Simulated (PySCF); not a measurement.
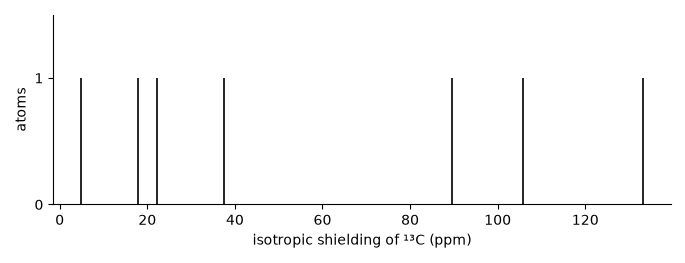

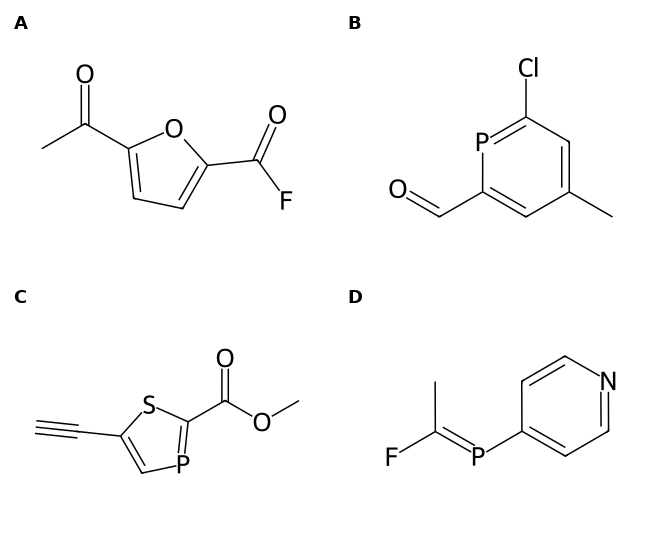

The sticks are computed shieldings of one of the molecules, for one fixed geometry (GFN2-xTB) without averaging over rotations. Low shielding means a high chemical shift. Method: GIAO PBE0/pcSseg-1 NMR shielding, non-relativistic, gas phase (PySCF 2.14.0).

> Match the spectrum to a structure.

C, `C#Cc1cpc(C(=O)OC)s1`. Its 7 C atoms give lines at 4.9, 17.9, 22.1, 37.6, 89.5, 105.7, 133.1 ppm.

The geometry is semi-empirical. Around P such bond lengths and angles can be off by a tenth of an ångström or more and by several degrees, and values that hang on the shape move with them.
